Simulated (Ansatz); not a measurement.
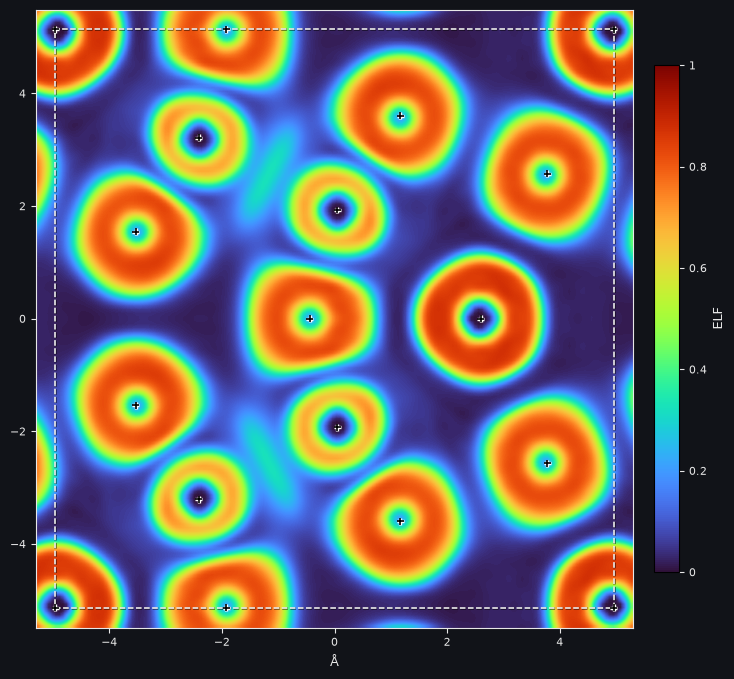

The electron localisation function on a plane through atoms (crosses mark nuclei in the plane).

Theory: DFT r2SCAN, scalar-relativistic, plane waves, PAW (Ansatz 0.2.0).

Candidates:
A. SrTi2O4, a = 3.18 Å, b = 9.91 Å, c = 10.27 Å, α = 90.00°, β = 90.00°, γ = 90.00°. Space group Cmcm; a generated structure, not necessarily the stable one; computed pressure about −4 GPa in this cell; computed without spin polarisation.
B. ScAl2N3, a = 9.88 Å, b = 5.68 Å, c = 5.02 Å, α = 90.00°, β = 90.00°, γ = 90.00°. Space group Cmc2₁; a generated structure, not necessarily the stable one; computed pressure about −3 GPa in this cell.

### Which candidate gave the map?

Candidate A: SrTi2O4 on the (100) plane of the conventional cell, which holds Sr, Ti and O. Ti–O (1.99 Å): the ELF peaks at about 0.85 in the valence shell of O, 0.6 Å from its nucleus, and is about 0.20 at the midpoint; no localised pair shows between them. Ti–Ti (2.78 Å): the ELF is about 0.35 at the midpoint.
